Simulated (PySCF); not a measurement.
# C3H7NSi (SMILES [H]/N=C\C1C[SiH2]1): levels of theory compared

Wanted: a comparison of 6 runs (MP2/STO-3G, MP2/3-21G, MP2/6-31G, MP2/6-31G*, MP2/6-31G**, MP2/6-311G**) of C3H7NSi. The job is set up through a Python script.

The results are computed with PySCF 2.14.0.

### Step 1. Starting point

C3H7NSi has 12 atoms, charge 0, and is taken as a singlet. As SMILES, `[H]/N=C\C1C[SiH2]1`. The coordinates come from a GFN2-xTB relaxation. This is one conformer, not always the lowest.

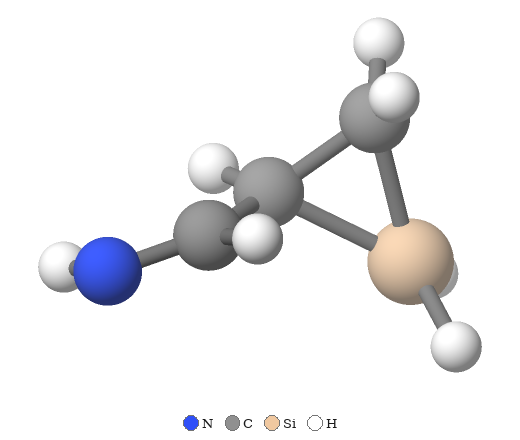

Viewed from a chosen angle; nitrogen blue, carbon grey, silicon light orange, hydrogen white.

### Step 2. The energy at MP2/STO-3G (run 1)

The input, job.py:

```python
# N=CC1C[SiH2]1
from pyscf import gto, scf, mp

mol = gto.M(
    atom='''
N   -0.428550   1.477280   2.026900
C    0.045150   1.067340   0.929910
C   -0.462770   0.020210   0.060640
C   -0.028260  -0.014590  -1.412750
Si   0.713990  -1.418470  -0.420970
H   -1.292270   1.010950   2.307290
H    0.968630   1.544700   0.607900
H   -1.497220  -0.248260   0.253840
H   -0.822320  -0.195280  -2.124190
H    0.597610   0.812770  -1.720870
H    2.094840  -1.321860   0.008480
H    0.111170  -2.734790  -0.516190
''',
    verbose=3,
    charge=0,
    basis='sto-3g',
    spin=0,
    max_memory=1860,
)

mf = scf.RHF(mol)
mf.conv_tol = 1e-10
mf.kernel()
if not mf.converged:
    mf = mf.newton().run(mf.mo_coeff, mf.mo_occ)

pt = mp.MP2(mf, frozen=9).run()
e_tot = pt.e_tot
print('E = %.10f Eh' % e_tot)
```

Launch:

```bash
$ OMP_NUM_THREADS=1 python job.py
```

What it wrote:

```text
converged SCF energy = -455.53717966551
E(RMP2) = -455.802842555542  E_corr = -0.265662890031804
E(SCS-RMP2) = -455.821457034858  E_corr = -0.284277369348603
E = -455.8028425555 Eh
```

Run time: 1 s. Hardware: 1 thread of Arm Neoverse V1, shared host; peak memory 0.11 GiB.

### Step 3. The energy at MP2/3-21G (run 2)

The input, job.py:

```python
from pyscf import gto, scf, mp

mol = gto.Mole()
mol.atom = [
    ('N', (-0.428550, 1.477280, 2.026900)),
    ('C', (0.045150, 1.067340, 0.929910)),
    ('C', (-0.462770, 0.020210, 0.060640)),
    ('C', (-0.028260, -0.014590, -1.412750)),
    ('Si', (0.713990, -1.418470, -0.420970)),
    ('H', (-1.292270, 1.010950, 2.307290)),
    ('H', (0.968630, 1.544700, 0.607900)),
    ('H', (-1.497220, -0.248260, 0.253840)),
    ('H', (-0.822320, -0.195280, -2.124190)),
    ('H', (0.597610, 0.812770, -1.720870)),
    ('H', (2.094840, -1.321860, 0.008480)),
    ('H', (0.111170, -2.734790, -0.516190)),
]
mol.charge = 0
mol.basis = '3-21g'
mol.max_memory = 1860
mol.verbose = 3
mol.build()

mf = scf.RHF(mol)
mf.conv_tol = 1e-10
mf.kernel()
if not mf.converged:
    mf = mf.newton().run(mf.mo_coeff, mf.mo_occ)

pt = mp.MP2(mf, frozen=9).run()
energy = pt.e_tot
print(f'total energy: {energy:.8f} hartree')
```

Launch:

```bash
$ OMP_NUM_THREADS=1 python job.py
```

What it wrote:

```text
converged SCF energy = -458.486139383139
E(RMP2) = -458.919600119927  E_corr = -0.433460736788445
E(SCS-RMP2) = -458.921550029433  E_corr = -0.435410646294159
total energy: -458.91960012 hartree
```

Run time: 1.2 s. Hardware: 1 thread of Arm Neoverse V1, shared host; peak memory 0.14 GiB.

Runs 3 to 5 aren't shown in full; the table further down has their settings and results.

### Step 4. The energy at MP2/6-311G(d,p) (run 6)

The input, job.py:

```python
# N=CC1C[SiH2]1
from pyscf import gto, scf, mp

molecule = gto.Mole()
molecule.atom = '''
N     -0.809842     2.791655     3.830286
C      0.085321     2.016980     1.757275
C     -0.874509     0.038191     0.114593
C     -0.053404    -0.027571    -2.669711
Si     1.349246    -2.680520    -0.795518
H     -2.442036     1.910419     4.360146
H      1.830445     2.919060     1.148765
H     -2.829336    -0.469143     0.479688
H     -1.553960    -0.369026    -4.014137
H      1.129319     1.535913    -3.251973
H      3.958674    -2.497953     0.016025
H      0.210081    -5.168004    -0.975458
'''
molecule.verbose = 3
molecule.spin = 0
molecule.unit = 'bohr'
molecule.max_memory = 1860
molecule.charge = 0
molecule.basis = '6-311g**'
molecule.build()

calc0 = scf.RHF(molecule)
calc0.conv_tol = 1e-10
calc0.kernel()
if not calc0.converged:
    calc0 = calc0.newton().run(calc0.mo_coeff, calc0.mo_occ)

pt = mp.MP2(calc0, frozen=9).run()
energy = pt.e_tot
print('E(%s) = %.9f' % ('MP2', energy))
```

Launch:

```bash
$ OMP_NUM_THREADS=1 python job.py
```

What it wrote:

```text
converged SCF energy = -461.036113381694
E(RMP2) = -461.743719088897  E_corr = -0.707605707203059
E(SCS-RMP2) = -461.738771121682  E_corr = -0.702657739987718
E(MP2) = -461.743719089
```

Run time: 8.7 s. Hardware: 1 thread of Arm Neoverse V1, shared host; peak memory 0.61 GiB.

### Step 5. Overview of the runs

```
run                              level  energy (Eh)  dipole moment (D) of the reference  HOMO energy (eV)  LUMO energy (eV)  wall time
  1                         MP2/STO-3G  -455.802843                                3.36             -6.95              7.98        1 s
  2                          MP2/3-21G  -458.919600                                3.36             -9.12              3.40      1.2 s
  3                          MP2/6-31G  -461.281984                                3.69             -9.18              3.05      1.8 s
  4   MP2/6-31G* (spherical functions)  -461.588204                                3.51             -9.10              3.14      2.9 s
  5  MP2/6-31G** (spherical functions)  -461.646752                                3.49             -9.09              3.14      4.8 s
  6                       MP2/6-311G**  -461.743719                                3.51             -9.16              2.70      8.7 s
```

### Step 6. What came out

| quantity | value |
| --- | --- |
| run 6: total energy | -461.74372 Eh |
| run 6: dipole moment (Hartree–Fock density) | 3.51 D |
| run 6: HOMO energy (Hartree–Fock orbitals) | -9.16 eV |
| run 6: LUMO energy (Hartree–Fock orbitals) | 2.70 eV |
| run 6: HOMO–LUMO gap (Hartree–Fock orbitals) | 11.86 eV |
| run 6: correlation energy (9 core orbitals frozen) | -707.6 mEh |

What this shows: In run 1 the basis is minimal, so the values are rough. All runs together took 20 s, the longest 8.7 s.
